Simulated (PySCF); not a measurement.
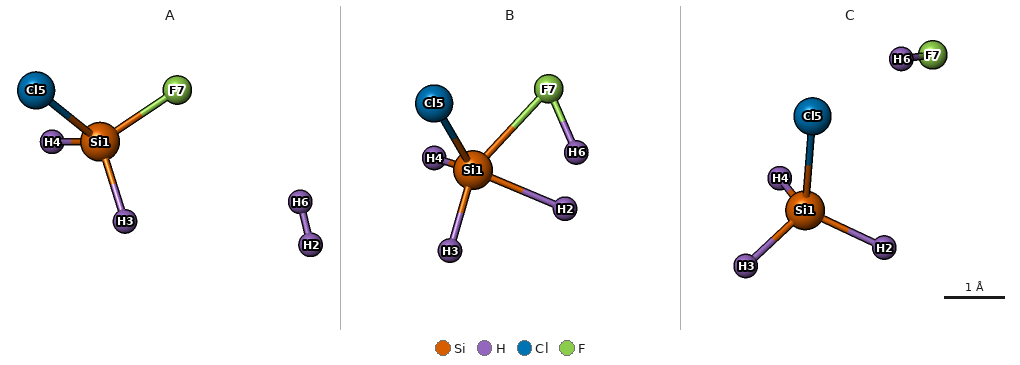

Three geometries of SiH4ClF: a saddle point and the two minima that it joins, in shuffled order. Style: ball-and-stick. Shown at a tilt. Sticks join atoms that are closer than about 1.2 times the sum of their covalent radii (a little more with hydrogen).

Stationary points at PBE0-D4/def2-TZVP, single-point energies with CCSD(T)/CBS, r2SCAN-D4, BHLYP-D4 (def2-TZVPP where no basis is named; PySCF 2.14.0). The energies are electronic, without zero-point or thermal terms, and both ends are the minima reached downhill from the saddle, with any fragments still in contact. CCSD(T)/CBS stands for a frozen-core estimate: MP2 correlation extrapolated from def2-TZVPP and def2-QZVPP, CCSD(T) minus MP2 from the smaller set.

Which frame is the transition state, what reaction does it lead through, and what barrier is to be expected?

Frame B is the saddle point. Counted by bonded pieces, C holds HF + SiH₃Cl and A holds H₂ + SiH₂ClF. From C over the saddle to A, bonds form: Si1–F7 (3.49 → 1.93 → 1.59 Å), H2–H6 (3.20 → 1.00 → 0.75 Å). Bonds break: Si1–H2 (1.48 → 1.69 → 4.00 Å), H6–F7 (0.93 → 1.18 → 2.83 Å). The saddle has one imaginary mode, 1138i cm⁻¹. With CCSD(T)/CBS the barrier is 37.9 kcal/mol from C and 63.4 kcal/mol from A, and A lies 25.5 kcal/mol below C.

| level | barrier from C (kcal/mol) | barrier from A (kcal/mol) | A less C (kcal/mol) |
| --- | --- | --- | --- |
| CCSD(T)/CBS | 37.9 | 63.4 | −25.5 |
| r2SCAN-D4 | 31.3 | 57.8 | −26.5 |
| BHLYP-D4 | 40.7 | 66.7 | −25.9 |

Against CCSD(T)/CBS, BHLYP-D4 comes closest on the barrier from C (+2.9 kcal/mol) and r2SCAN-D4 misses most (−6.6 kcal/mol).

Limits of the set-up: the start holds two separate molecules, 2.3 Å apart at their closest, whose relative position is a soft coordinate.
